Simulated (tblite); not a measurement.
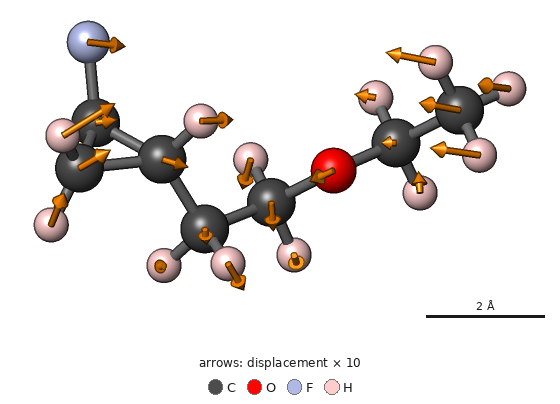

A relaxation of C$_{7}$H$_{13}$FO. The starting structure is drawn; orange arrows show the displacements, 10 times their true length. The two geometries are superimposed by the best rigid fit.

Style: ball-and-stick. Shown at a tilt.

All numbers below come from tblite, GFN2-xTB geometry optimisation, gas phase. 

Describe the change and its energy.

An H atom moves most after the best rigid fit: 0.11 Å. By element the largest moves are H 0.11 Å, C 0.09 Å, F 0.07 Å, O 0.06 Å. Among the contacts that change: C–O 1.428 → 1.406 Å, C–F 1.382 → 1.366 Å, C–H 1.090 → 1.102 Å, C–H 1.096 → 1.086 Å. Bond angles that change, for instance: C–C–H 108.1° → 110.2°. The energy falls by 0.050 eV in 66 geometry steps.
